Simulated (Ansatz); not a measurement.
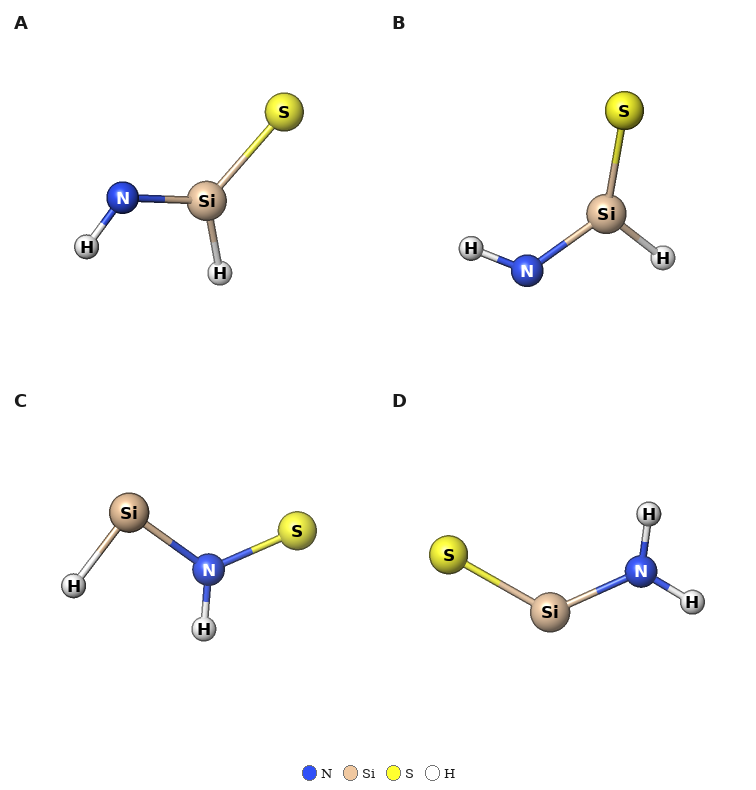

4 stationary structures of one formula. Charge 0, doublet. Geometries: PBE0-D4/def2-TZVP. Electronic energies: UHF-CCSD(T) (frozen core)/def2-TZVPP (Ansatz 0.2.0), without zero-point energy. No frequency run is at hand to confirm each as a minimum.

**Which structure is the most stable?**

D is lowest (Cs); B lies 33.2 kcal/mol above it (C1), A lies 36.1 kcal/mol above it (Cs), C lies 50.5 kcal/mol above it (Cs).

The determinant isn't a pure spin state (⟨S²⟩ up to 0.93).
